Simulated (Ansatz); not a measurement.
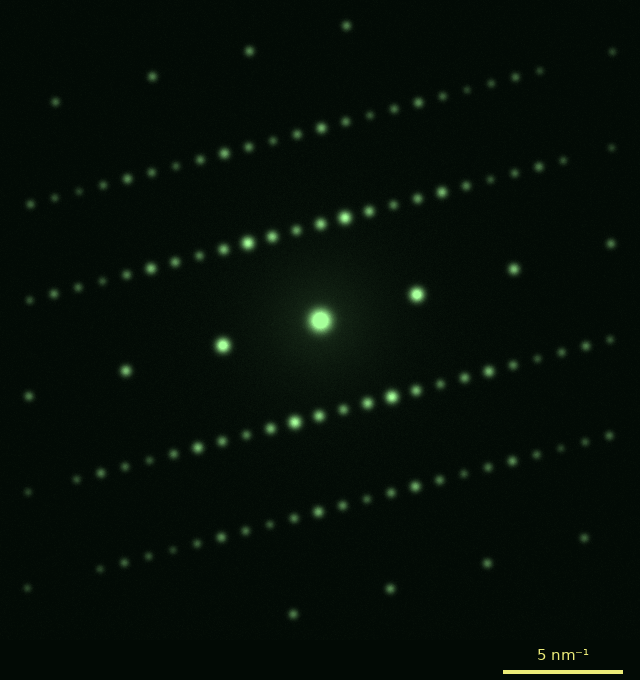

The pattern is a kinematic simulation for 300 kV electrons (no multiple scattering; isotropic B = 1 Å²).

It belongs to Ti, space group P6_3/mmc (No. 194), a = 2.955 Å, c = 9.456 Å (hexagonal axes). Structure: the end point of a relaxation with DFT, revPBE, plane waves (420 eV) with PAW, scalar-relativistic in Ansatz; the starting structure was generated, so it need not be a known form of this composition.

```cif
data_structure
_symmetry_space_group_name_H-M 'P6_3/mmc'
_symmetry_Int_Tables_number 194
_cell_length_a 2.9549
_cell_length_b 2.9549
_cell_length_c 9.4556
_cell_angle_alpha 90.000
_cell_angle_beta 90.000
_cell_angle_gamma 120.000
_cell_volume 71.50
loop_
_atom_site_label
_atom_site_type_symbol
_atom_site_symmetry_multiplicity
_atom_site_Wyckoff_symbol
_atom_site_fract_x
_atom_site_fract_y
_atom_site_fract_z
_atom_site_occupancy
Ti1 Ti 2 a 0.00000 0.00000 0.00000 1
Ti2 Ti 2 c 0.33333 0.66667 0.25000 1
```

Q: Measure the pattern against the scale bar and name the zone.

A: The spots form a rectangular net whose two shortest vectors correspond to d = 9.46 Å and 2.56 Å, 90.0° apart. They index as 0 0 1 (itself extinct) and 0 1 0, so the zone axis is ±[100] (or an equivalent direction of <100>).

Q: Which reflections of this zone are missing, and why?

A: A screw axis and a glide plane both extinguish reflections such as 0 0 1, 0 0 3, 0 0 5; reflections such as 0 3 -1, 0 3 1, 0 3 -3 are allowed by the space group but vanish because the atoms sit on special positions; reflections such as 0 0 2, 0 0 6, 0 0 10 are allowed but too weak to see at this display level. In a thicker crystal double diffraction can put intensity into those places emptied by glide planes or screw axes that lie on the net of the visible spots, but never into those emptied by centring.
